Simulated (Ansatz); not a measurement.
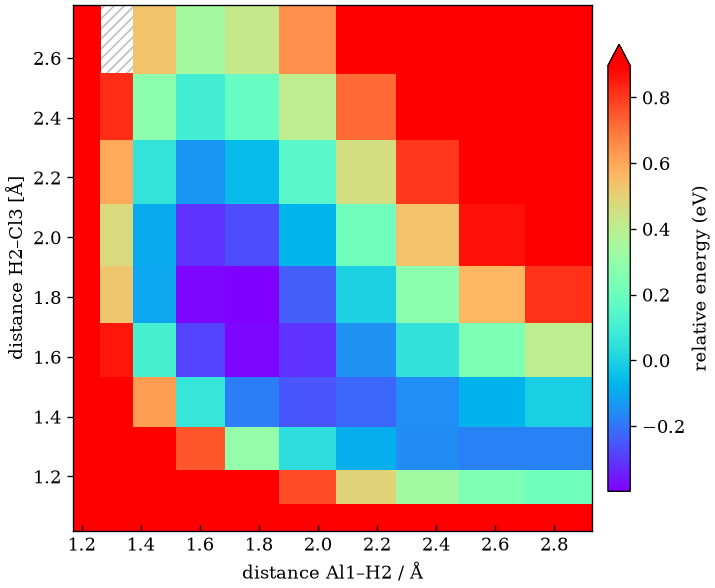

Energy landscape of the system Al + HCl, spin multiplicity 2. Coordinates scanned: (1) distance Al1–H2; (2) distance H2–Cl3. Nothing is relaxed (the angle Al1–H2–Cl3 is fixed at 100 degrees). The grid has 10 × 10 points. At 1 point there is no value. Points are written as (first, second). Energies are in eV, from Al far from the relaxed HCl (each part in its own basis). Method: UKS B3LYP-D4/aug-cc-pVTZ in Ansatz.

In the figure: one coloured cell a grid point, one colour for all values above the top of the scale, hatched blanks where no value was computed. 

### Summarise what can be read from the map.

The lowest grid point is at (1.774 Å, 1.809 Å), −0.40 eV from Al far from the relaxed HCl (each part in its own basis). Other grid points that lie below all their neighbours: (2.589 Å, 1.290 Å) (0.22 eV higher). The highest grid point, (1.216 Å, 1.064 Å), lies 8.42 eV above the lowest.

The values on the grid:

| distance H2–Cl3 ↓, distance Al1–H2 → | 1.216 | 1.308 | 1.442 | 1.600 | 1.774 | 1.961 | 2.160 | 2.370 | 2.589 | 2.816 |
| --- | --- | --- | --- | --- | --- | --- | --- | --- | --- | --- |
| 2.664 | 1.83 | – | 0.53 | 0.34 | 0.42 | 0.65 | 0.95 | 1.30 | 1.65 | 1.98 |
| 2.437 | 1.55 | 0.82 | 0.28 | 0.10 | 0.19 | 0.41 | 0.72 | 1.06 | 1.41 | 1.75 |
| 2.218 | 1.32 | 0.60 | 0.05 | −0.14 | −0.06 | 0.16 | 0.46 | 0.80 | 1.15 | 1.48 |
| 2.008 | 1.22 | 0.47 | −0.10 | −0.32 | −0.27 | −0.07 | 0.21 | 0.54 | 0.87 | 1.18 |
| 1.809 | 1.33 | 0.53 | −0.10 | −0.39 | −0.40 | −0.24 | 0.00 | 0.28 | 0.56 | 0.81 |
| 1.622 | 1.74 | 0.86 | 0.11 | −0.28 | −0.39 | −0.31 | −0.15 | 0.05 | 0.24 | 0.41 |
| 1.448 | 2.58 | 1.55 | 0.62 | 0.06 | −0.18 | −0.26 | −0.22 | −0.16 | −0.08 | 0.00 |
| 1.290 | 3.96 | 2.71 | 1.54 | 0.75 | 0.30 | 0.04 | −0.09 | −0.16 | −0.18 | −0.18 |
| 1.156 | 5.93 | 4.42 | 2.94 | 1.89 | 1.21 | 0.77 | 0.50 | 0.33 | 0.25 | 0.21 |
| 1.064 | 8.03 | 6.27 | 4.52 | 3.24 | 2.38 | 1.81 | 1.46 | 1.24 | 1.12 | 1.07 |

Time for the 99 points that were run: 14 min on 1 thread of Arm Neoverse V2 (shared host).
